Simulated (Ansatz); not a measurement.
A series of calculations on SiH6O

Part 1: Relaxation

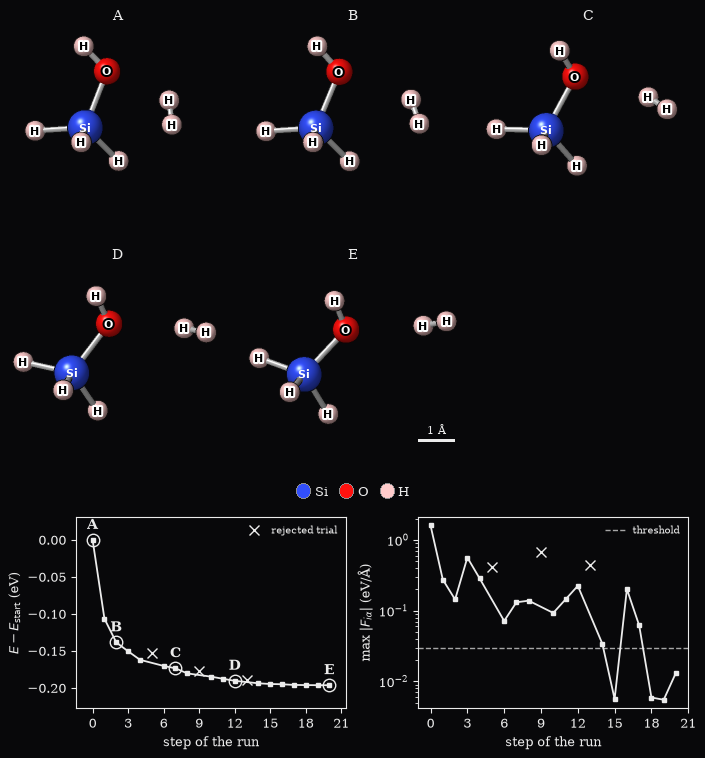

Frames of a relaxation of SiH6O, marked on the history of the run. A ball-and-stick model, seen from a free direction.

The run prepares an end point of a later path (reaction) calculation, from a guessed geometry.

Method: Ansatz, RKS PBE/cc-pVDZ.

Input
```yaml
crystal:
  periodic: [false, false, false]
  atoms:
    - { symbol: Si, position_ang: [-0.13508, 0.130945, 0.078623] }
    - { symbol: O, position_ang: [-0.109372, 0.102156, 1.773317] }
    - { symbol: H, position_ang: [-0.994636, 0.229731, 2.167157] }
    - { symbol: H, position_ang: [1.288634, 0.306521, -0.372316] }
    - { symbol: H, position_ang: [-0.968544, 1.306966, -0.394362] }
    - { symbol: H, position_ang: [-0.732815, -1.11151, -0.543523] }
    - { symbol: H, position_ang: [1.290529, -2.003301, 0.809636] }
    - { symbol: H, position_ang: [1.091684, -1.730908, 1.449368] }
basis:
  gaussian: { orbitals: cc-pVDZ }
hamiltonian:
  xc: pbe
relax:
  f_tol: 0.03
  max_steps: 50
```

Command:
```bash
ansatz run input.yaml --threads 1 --pin off --max-ram 2048MiB --backend cpu --events-out ev --progress --plain --runs-dir out
```

> What happens along the run?

After 17 accepted moves (20 points after the start) the energy has fallen by 0.196 eV. The largest force component goes from 1.6 to 0.013 eV/Å. The line search rejected the trial steps at points 5, 9, 13 of the run. The forces were under the threshold at step 15, but the run went on from there. The atom that moves furthest after the best rigid fit is H7 (1.64 Å). By element the largest moves are H 1.64 Å, O 0.57 Å, Si 0.53 Å. Among the contacts that change: H7–H8 0.723 → 0.772 Å, Si1–O2 1.695 → 1.711 Å. Bond angles that change, for instance: O2–Si1–H5 109.5° → 111.5°. From step 0 to 2: H7 moves most (0.38 Å), energy −0.138 eV. From step 2 to 7: H7 moves most (0.55 Å), energy −0.035 eV. From step 7 to 12: H7 moves most (0.48 Å), energy −0.017 eV. From step 12 to 20: H7 moves most (0.33 Å), energy −0.006 eV.

| step | E − E(0), eV | largest force component, eV/Å | note |
| --- | --- | --- | --- |
| 0 | 0.0000 | 1.6073 |  |
| 1 | -0.1064 | 0.2755 |  |
| 2 | -0.1384 | 0.1441 |  |
| 3 | -0.1503 | 0.5655 |  |
| 4 | -0.1618 | 0.2867 |  |
| 5 | -0.1524 | 0.4174 | rejected |
| 6 | -0.1701 | 0.0717 |  |
| 7 | -0.1733 | 0.1317 |  |
| 8 | -0.1802 | 0.1387 |  |
| 9 | -0.1767 | 0.6759 | rejected |
| 10 | -0.1845 | 0.0930 |  |
| 11 | -0.1874 | 0.1445 |  |
| 12 | -0.1902 | 0.2248 |  |
| 13 | -0.1890 | 0.4452 | rejected |
| 14 | -0.1935 | 0.0341 |  |
| 15 | -0.1945 | 0.0056 |  |
| 16 | -0.1948 | 0.2020 |  |
| 17 | -0.1957 | 0.0621 |  |
| 18 | -0.1959 | 0.0059 |  |
| 19 | -0.1961 | 0.0055 |  |
| 20 | -0.1961 | 0.0133 |  |

Limits of the set-up: the start holds two separate molecules, 2.2 Å apart at their closest, whose relative position is a soft coordinate and is computed without a dispersion correction.

Part 2: Relaxation

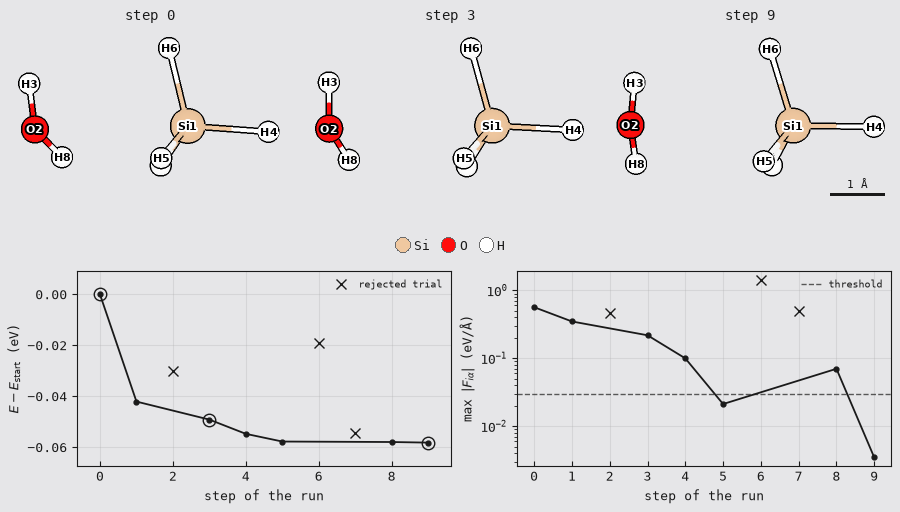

Frames of a relaxation of SiH6O, marked on the history of the run. The picture is a ball-and-stick view, seen at a tilt.

The run prepares an end point of a later path (reaction) calculation, from a guessed geometry.

Theory: RKS PBE/cc-pVDZ (Ansatz 0.2.0).

Input
```yaml
crystal:
  periodic: [false, false, false]
  atoms:
    - { symbol: Si, position_ang: [0.370525, -0.219504, -0.373945] }
    - { symbol: O, position_ang: [-0.516273, -0.145597, 2.36958] }
    - { symbol: H, position_ang: [-1.066526, -0.954504, 2.361225] }
    - { symbol: H, position_ang: [1.04455, -0.363577, -1.722216] }
    - { symbol: H, position_ang: [0.12581, 1.239031, -0.115178] }
    - { symbol: H, position_ang: [-0.911908, -1.007466, -0.420823] }
    - { symbol: H, position_ang: [1.291486, -0.797326, 0.629577] }
    - { symbol: H, position_ang: [0.392735, -0.520457, 2.23968] }
basis:
  gaussian: { orbitals: cc-pVDZ }
hamiltonian:
  xc: pbe
relax:
  f_tol: 0.03
  max_steps: 50
```

Run as
```bash
ansatz run input.yaml --threads 1 --pin off --max-ram 2048MiB --backend cpu --events-out ev --progress --plain --runs-dir out
```

**What happens along the run?**

After 6 accepted moves (9 points after the start) the energy has fallen by 0.058 eV. The largest force component goes from 0.57 to 0.0035 eV/Å. The line search rejected the trial steps at points 2, 6, 7 of the run. The forces were under the threshold at step 5, but the run went on from there. H8 moves most after the best rigid fit: 0.51 Å. Largest moves by element: H 0.51 Å, O 0.12 Å, Si 0.10 Å. Some distances before and after: Si1–H7 1.480 → 1.509 Å, O2–H8 0.992 → 0.978 Å. Cost: 13 s on 1 thread of AMD EPYC 7R43 64-Core Processor (Zen 3) (shared host), peak memory 0.12 GiB. From step 0 to 3: H8 moves most (0.25 Å), energy −0.049 eV. From step 3 to 9: H8 moves most (0.26 Å), energy −0.009 eV.

| step | E − E(0), eV | largest force component, eV/Å | note |
| --- | --- | --- | --- |
| 0 | 0.0000 | 0.5663 |  |
| 1 | -0.0420 | 0.3491 |  |
| 2 | -0.0301 | 0.4671 | rejected |
| 3 | -0.0491 | 0.2186 |  |
| 4 | -0.0547 | 0.0999 |  |
| 5 | -0.0577 | 0.0212 |  |
| 6 | -0.0191 | 1.4421 | rejected |
| 7 | -0.0542 | 0.4955 | rejected |
| 8 | -0.0579 | 0.0701 |  |
| 9 | -0.0582 | 0.0035 |  |

Part 3: Path

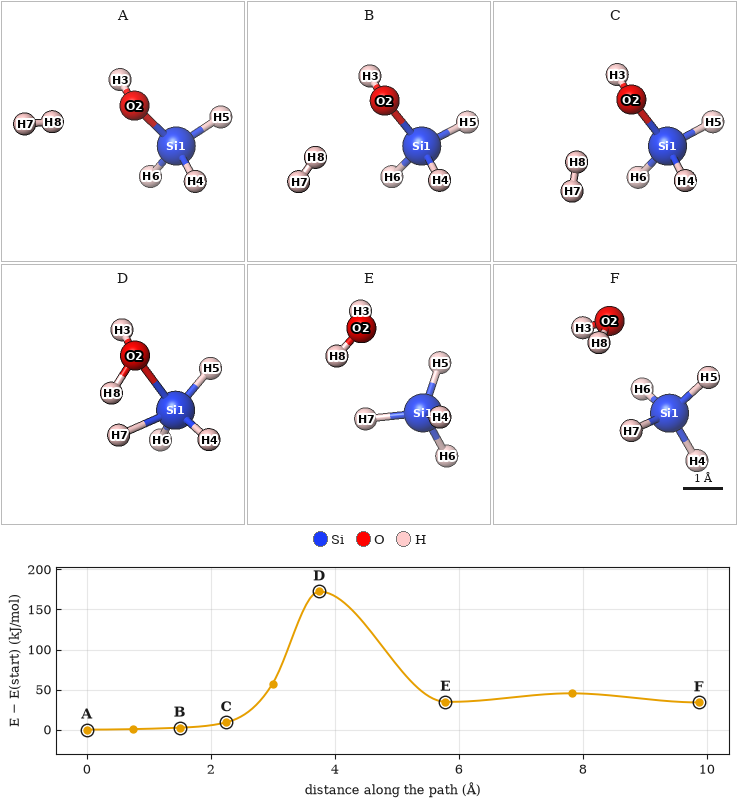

A search for the minimum-energy path of SiH6O, made up at the start of SiH$_{4}$O and H₂ by the nudged elastic band. Images are numbered from 0 (start) to 8 (end). Frames A to F are images 0, 2, 3, 5, 6, 8. The picture is a ball-and-stick view, seen at a tilt.

Computed with Ansatz 0.2.0, RKS PBE/cc-pVDZ. Settings: 7 movable images; climbing image; force threshold 0.05 eV/Å; iteration limit 60; starting path through a guess of the saddle point.

Q: What happens along the path, and what is the barrier?

A: The path has more than one stage, and so few images may leave a stage unresolved. Breaking: H7–H8 (0.77 → 1.12 at the top → 2.56 Å), Si1–O2 (1.71 → 1.96 at the top → 3.06 Å). Forming: O2–H8 (2.43 → 1.16 at the top → 0.98 Å), Si1–H7 (4.52 → 1.79 at the top → 1.51 Å). The energy climbs by 172.5 kJ/mol to image 5 and then falls by 138.5 kJ/mol, so the end point sits at +33.9 kJ/mol. The profile has 2 maxima (images 5, 7) with a dip at image 6 (+34.7 kJ/mol), so the process runs in steps. The band converged in 20 iterations. The largest component of the band force went from 8.9 to 0.043 eV/Å. The climbing image converged on the top of the path. Its vibrational analysis gives one imaginary mode (1140i cm⁻¹), as a transition state must have.

Limits of the set-up: the start holds two separate molecules, 2.4 Å apart at their closest, whose relative position is a soft coordinate and is computed without a dispersion correction.
